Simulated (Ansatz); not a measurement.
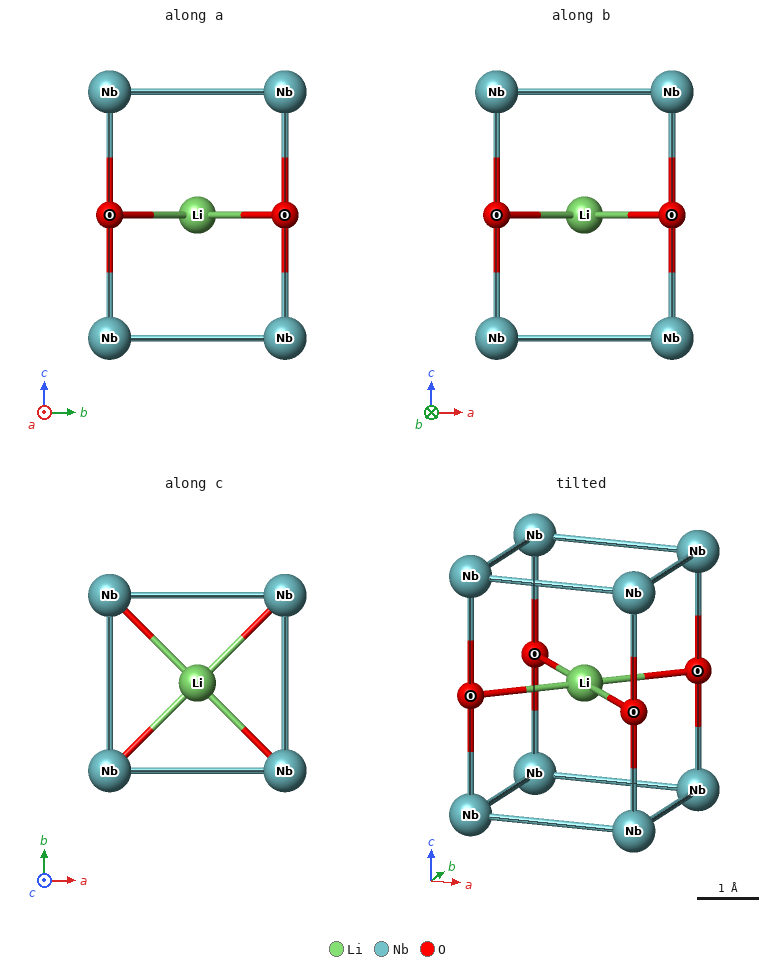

The crystal in a ball-and-stick representation, seen along the a axis, along the b axis, along the c axis and slightly off an axis. The wireframe shows the conventional unit cell.

Lattice parameters: a = 2.916 Å, b = 2.916 Å, c = 4.098 Å, α = 90.00°, β = 90.00°, γ = 90.00°.

Set out the cell and atoms as a table of Wyckoff sites.

Space group P4/mmm (No. 123).
| atom | site | x | y | z |
| --- | --- | --- | --- | --- |
| Li | 1d | 0.5000 | 0.5000 | 0.5000 |
| Nb | 1a | 0.0000 | 0.0000 | 0.0000 |
| O | 1b | 0.0000 | 0.0000 | 0.5000 |

Starting structure: a structure type filled with these elements by a generator (whether the compound takes this form wasn't checked). Earlier steps of the study may have refined or changed the cell and positions. Ansatz was used for an electronic-structure calculation on it.
